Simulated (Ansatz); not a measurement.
The structure below was relaxed with PBEsol (Ansatz, a quantum-chemistry and plane-wave program), scalar-relativistic without spin-orbit coupling, at pressure −1 GPa.

```xyz
5
Lattice="4.1893 0.0000 0.0000 0.0000 4.1893 0.0000 0.0000 0.0000 4.1893" Properties=species:S:1:pos:R:3 pbc="T T T"
Ba     0.0000     0.0000     0.0000
Zr     2.0946     2.0946     2.0946
O      0.0000     2.0946     2.0946
O      2.0946     2.0946     0.0000
O      2.0946     0.0000     2.0946
```

**Question.** Find the space group and the Wyckoff positions.

**Answer.** Space group Pm-3m (No. 221); a = b = c = 4.189 Å, α = β = γ = 90.00°

```csv
atom,site,symmetry,x,y,z
Ba,1a,m-3m,0.0000,0.0000,0.0000
Zr,1b,m-3m,0.5000,0.5000,0.5000
O,3c,4/mm.m,0.0000,0.5000,0.5000
```

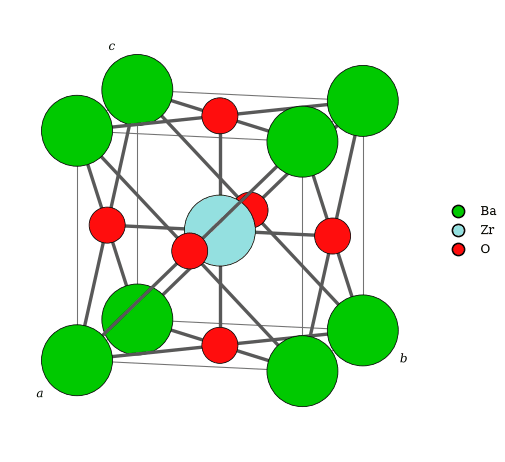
Figure: The conventional cell

Load acts through the strain it causes; cell and atoms are relaxed under it. No phonon test of stability was made. The cell was made from BaZrO3 in the cubic perovskite structure (space group Pm-3m, No. 221) by this change: pressure −1 GPa.
